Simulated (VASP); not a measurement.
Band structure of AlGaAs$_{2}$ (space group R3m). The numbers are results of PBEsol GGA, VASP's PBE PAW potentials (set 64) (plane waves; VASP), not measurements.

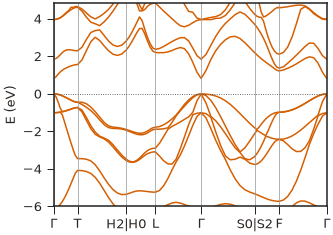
Figure: Bands along high-symmetry lines, zero at the valence-band maximum or, without a gap, the Fermi level

Task: Read the plot: is there a gap, and where are the band edges?

Result: The gap is direct, 0.82 eV, from the valence maximum at Γ to the conduction minimum at Γ. (Edges off the drawn lines would not show.)

The structure comes from a computed database's AlGaAs2 entry (R3m); how it stands against other phases isn't given here. It was relaxed first.
